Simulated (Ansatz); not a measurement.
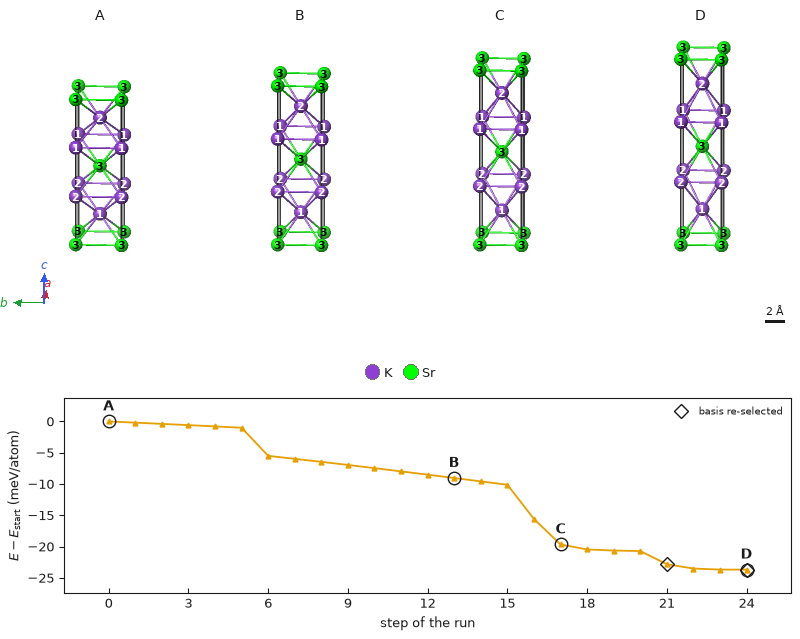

Frames of a relaxation of crystalline K2Sr (built on the MoSi2 (C11b)_139 type), marked on the history of the run. A ball-and-stick model of the conventional cell (2 times the calculation's cell), seen from a free direction. Lengths and directions refer to the drawn axes.

Case: MoSi2 (C11b) type (I4/mmm, No. 139).

The calculation used Ansatz 0.2.0, DFT PBE, scalar-relativistic, plane waves, PAW. Settings: plane-wave cutoff 420 eV; k-point mesh 14 × 14 × 14; occupations gaussian; smearing width 0.1 eV; no spin polarisation; cell and atoms relaxed; force threshold 0.01 eV/Å; at most 80 steps.

Describe the path.

Answer. The largest moves relative to the cell, 0.14 Å, are those of K1 and K2. K2 goes along +c. Sr stays in place. Cell: a = b 4.917 → 4.361 Å (−11.3 %), c 16.304 → 20.835 Å (+27.8 %). Volume +0.5 %. Some distances before and after: K1–K1 4.917 → 4.361 Å, Sr3–Sr3 4.917 → 4.361 Å, K1–K2 4.374 → 4.795 Å, K1–Sr3 4.432 → 4.570 Å. The space group stays I4/mmm (No. 139). The energy falls by 23.7 meV per atom in 22 accepted moves (24 points after the start). The largest force component goes from 0.012 to 0.0035 eV/Å. The pressure goes from 0.00 to 0.00 GPa. At 2 points the geometry stayed and the basis and grid were re-selected for the new cell (energy shift of 2.1 meV per atom at most each time). The run took 14 min on 1 thread of Arm Neoverse V2, on a shared host, peak memory 0.93 GiB. From step 0 to 13: K atoms move most (0.05 Å), volume +0.2 %, energy −9.0 meV per atom. From step 13 to 17: K atoms move most (0.05 Å), volume −0.7 %, energy −10.6 meV per atom. From step 17 to 24: K atoms move most (0.03 Å), volume +1.0 %, energy −4.0 meV per atom.
